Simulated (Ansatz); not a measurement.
## Response to strain in Ge2Sb2Te5

The reference is Ge2Sb2Te5 (space group P-3m1, No. 164; a = 4.2232 Å, c = 16.8708 Å). Axes: x lies along a and z along c of the hexagonal cell.

Strains are applied to the cell and any free atomic positions relax; under biaxial strain the out-of-plane vector relaxes too.

Method: PBEsol in Ansatz (plane waves to 420 eV, PAW, no spin-orbit coupling).

Notes on the quantities. pressure: mean of the normal stresses, compression positive.

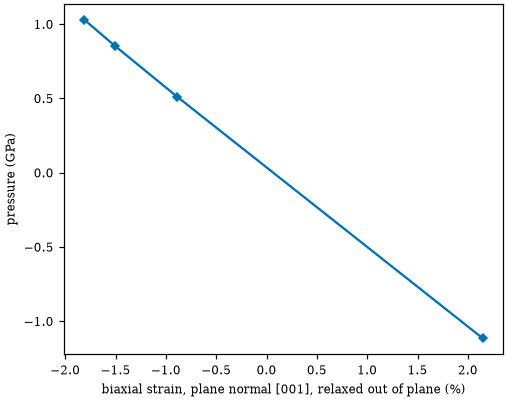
*Pressure against biaxial strain, plane normal [001], relaxed out of plane*

Q: From the plot, what is the pressure for biaxial strain −1.51 %, plane normal [001], relaxed out of plane?

A: About 0.9 GPa.

Q: Is the trend monotonic over the range shown?

A: Yes, it falls throughout, spanning -1.1 GPa to 1.0 GPa.

The mesh was chosen for an insulator and is coarse for the gapless case. No phonon test of stability was made. The final runs are not spin-polarised.

Ansatz is a program for electronic structure.
